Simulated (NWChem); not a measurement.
**BHO2 (oxoborinic acid): r2SCAN/6-311++G(3df,3pd)**

What is the electronic atomisation energy of BHO2 (oxoborinic acid) at r2SCAN/6-311++G(3df,3pd)? 

Program for the calculation: NWChem 7.3.0.

## Step 1: The system as given

BHO2 has 4 atoms, charge 0, and is taken as a singlet. As SMILES, `O=BO`. The coordinates come from a PBE0-D4/def2-TZVP relaxation.

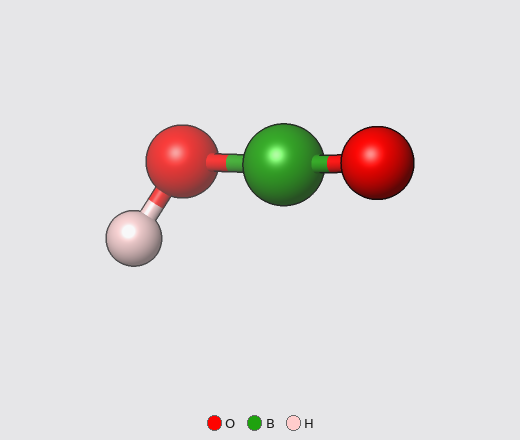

The structure, seen from a chosen angle (oxygen red, boron green, hydrogen pink).

## Step 2: A single-point energy at r2SCAN/6-311++G(3df,3pd) (run 1)

bho2.nw

```
start bho2
title "BHO2 energy"
memory stack 880 mb heap 220 mb global 1100 mb
geometry units atomic noautosym nocenter noautoz
   O   -2.93871310   0.98927163   0.80974764
   B   -0.80105490   0.24944385   0.46978591
   O    1.54333933  -0.57069729   0.20522426
   H    2.19642867  -0.66801819  -1.48475782
end
basis spherical bse
   * library "6-311++G(3df,3pd)"
end
dft
   xc r2scan
   grid fine
   convergence energy 1e-08
   iterations 100
   mulliken
   noprint "final vectors analysis"
end
task dft energy
```

Launch:

```bash
$ nwchem bho2.nw > bho2.out
```

The program printed:

```text
[...]
          Wavefunction type:  closed shell.
          No. of atoms     :     4
          No. of electrons :    22
[...]
          Charge           :     0
          Spin multiplicity:     1
[...]
          AO basis - number of functions:   135
[...]
              XC Information
              --------------
                      r^2SCAN Method XC Functional
               r^2SCAN metaGGA Exchange Functional  1.000
                     r^2SCAN Correlation Potential  1.000
[...]
 d= 0,ls=0.0,diis     1   -175.8384844893 -2.30D+02  1.10D-02  1.10D+00     3.6
[...]
 d= 0,ls=0.0,diis    11   -175.9651594432 -1.33D-10  3.47D-08  7.68D-11    29.6
         Total DFT energy =     -175.965159443156
      One electron energy =     -347.826686906932
           Coulomb energy =      139.441041307696
    Exchange-Corr. energy =      -21.585090356287
 Nuclear repulsion energy =       54.005576512366
[...]
      Total Density - Mulliken Population Analysis
     ---------------------------------------------
    Atom       Charge   Shell Charges
 -----------   ------   -------------------------------------------------------
    1 O    8     8.51   1.09  0.91  0.95  1.02  1.99  0.93  1.37  0.17  0.07  0.00  0.01  0.00  0.00
    2 B    5     4.39   1.13  0.85  0.52  0.64  0.86  0.18  0.01 -0.01  0.01  0.01  0.18 -0.06  0.05
    3 O    8     8.59   1.08  0.91  0.98  0.98  2.08  0.91  1.43  0.15  0.06  0.00  0.01  0.01  0.00
    4 H    1     0.51   0.26  0.25 -0.05  0.01  0.00  0.05 -0.01  0.01
[...]
```

Wall time 30 s (1 thread of Intel Xeon Platinum 8488C (Sapphire Rapids), shared host); peak memory 0.12 GiB.

## Step 3: The B atom, same level (run 2)

work.nw

```
start work
memory 2200 mb

geometry units angstrom noautosym nocenter noautoz
   B     0.000000    0.000000    0.000000
end

basis spherical bse
   * library "6-311++G(3df,3pd)"
end

dft
   xc r2scan
   mult 2
   grid fine
   convergence energy 1e-08
   iterations 100
   mulliken
   print low
end

task dft energy
```

Launch:

```bash
$ nwchem work.nw > work.out
```

The program printed:

```text
[...]
 d= 0,ls=0.0,diis     1    -24.5910637436 -2.46D+01  1.13D-02  3.15D-02     0.3
[...]
 d= 0,ls=0.0,diis     8    -24.6355933657 -3.42D-10  7.74D-07  2.62D-11     1.6
[...]
         Total DFT energy =      -24.635593365733
      One electron energy =      -32.386084541019
           Coulomb energy =       11.622843738901
    Exchange-Corr. energy =       -3.872352563615
 Nuclear repulsion energy =        0.000000000000
[...]
      Total Density - Mulliken Population Analysis
     ---------------------------------------------
    Atom       Charge   Shell Charges
 -----------   ------   -------------------------------------------------------
    1 B    5     5.00   1.14  0.85  0.19  1.00  0.42  1.00  0.37  0.01  0.02  0.00  0.00  0.00  0.00
     --------------------------------------------
      Spin Density - Mulliken Population Analysis
     --------------------------------------------
    Atom       Charge   Shell Charges
 -----------   ------   -------------------------------------------------------
    1 B    5     1.00  -0.00 -0.00  0.19  0.04  0.42 -0.04  0.37 -0.00  0.02  0.00 -0.00 -0.00  0.00
[...]
      <S2> =      0.7578 (Exact =     0.7500)
[...]
```

It took 2.1 s on 1 thread of Intel Xeon Platinum 8488C (Sapphire Rapids), shared host; peak memory 0.11 GiB.

Run 3 isn't shown in full; the table further down has it.

## Step 4: The O atom, same level (run 4)

input.nw

```
start input
title "O r2SCAN"
memory total 2200 mb
geometry noautosym nocenter noautoz
O        0.000000       0.000000       0.000000
end
basis spherical bse
* library "6-311++G(3df,3pd)"
end
dft
xc r2scan
mult 3
grid fine
convergence energy 1e-08
iterations 100
mulliken
noprint "final vectors analysis"
end
task dft
```

Run the same way, it converges to -75.05317 Eh (log not shown).

## Step 5: All runs side by side

| run | level | partner | energy (Eh) | wall time |
| --- | --- | --- | --- | --- |
| 1 | r2SCAN/6-311++G(3df,3pd) | base | -175.965159 | 30 s |
| 2 | U-r2SCAN/6-311++G(3df,3pd) | atoms | -24.635593 | 2.1 s |
| 3 | U-r2SCAN/6-311++G(3df,3pd) | atoms | -0.499993 | 0.71 s |
| 4 | U-r2SCAN/6-311++G(3df,3pd) | atoms | -75.053166 | 1.6 s |

## Step 6: Outcome

At r2SCAN/6-311++G(3df,3pd):

| quantity | value |
| --- | --- |
| O atom: total energy | -75.05317 Eh |
| O atom: ⟨S²⟩ | 2.006 |
| electronic atomisation energy | 19.680 eV |

What this shows: Taking the molecule apart into free atoms costs 19.68 eV (454 kcal/mol), before zero-point energy and without spin-orbit coupling. All runs together took 35 s, the longest 30 s.
